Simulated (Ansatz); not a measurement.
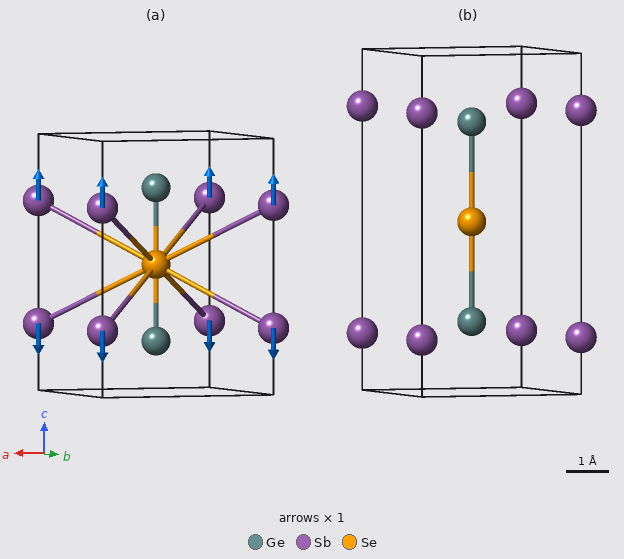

The structure of solid Ge₂Sb₂Se (a generated structure, set up in P4/mmm) (coarse preliminary run) before (left) and after (right) a relaxation, at one scale. The blue arrows give the displacements (the part carried along by the change of the cell is left out), at their true length.

Style: ball-and-stick. Shown: the cell of the calculation, from a free direction.

These are results of DFT PBE, scalar-relativistic, plane waves, PAW (Ansatz 0.2.0), not measurements.

Input file:
```yaml
crystal:
  lattice:
    - [4.44472259, 0.0, 0.0]
    - [0.0, 4.44472259, 0.0]
    - [0.0, 0.0, 6.24611828]
  atoms:
    - { symbol: Ge, position: [0.5, 0.5, 0.20099766] }
    - { symbol: Ge, position: [0.5, 0.5, 0.79900234] }
    - { symbol: Sb, position: [0.0, 0.0, 0.740032] }
    - { symbol: Sb, position: [0.0, 0.0, 0.259968] }
    - { symbol: Se, position: [0.5, 0.5, 0.5] }
basis:
  ecutwfc: 420
kpoints:
  mp_grid: { grid: [4, 4, 4] }
hamiltonian:
  xc: pbe
scf:
  occupations: { method: gaussian, width: 0.1 }
  lower_state_search: "off"
output:
  forces: true
  stress: true
  eigenvalues: true
relax:
  adjacent_minimum: "off"
  f_tol: 0.04
  max_steps: 70
  cell: { stress_tol: 0.4 }
```

Launched with:
```bash
ansatz run input.yaml --threads 1 --pin off --max-ram 2560MiB --backend cpu --events-out ev --progress --plain --runs-dir out
```

What changed between the two?

The largest moves relative to the cell, 0.77 Å, are those of Sb3 and Sb4. Sb3 goes along +c. By element the largest moves are Sb 0.77 Å, Ge 0.05 Å. Se stays in place. The drawn cell changes as follows: a = b 4.445 → 4.135 Å (−7.0 %), c 6.246 → 8.308 Å (+33.0 %); the volume changes by +15.1 %. Some distances before and after: Ge1–Ge2 2.511 → 3.442 Å, Ge1–Se5 1.868 → 2.433 Å, Sb3–Se5 3.482 → 4.025 Å, Sb3–Sb4 3.248 → 2.776 Å. The space group stays P4/mmm (No. 123). The energy falls by 1518 meV per atom in 13 accepted moves (17 points after the start). The largest force component goes from 14 to 0.0049 eV/Å. Pressure: 25.77 GPa at the start and −0.01 GPa at the end. The line search rejected the trial steps at points 13, 15 of the run. The SCF was repeated twice at an unchanged geometry on a basis and grid sized afresh for the cell, which shifted the energy by 21.2 meV per atom at most.

Limits of the set-up: layers or molecules are held without a dispersion correction, so their spacing is unreliable.
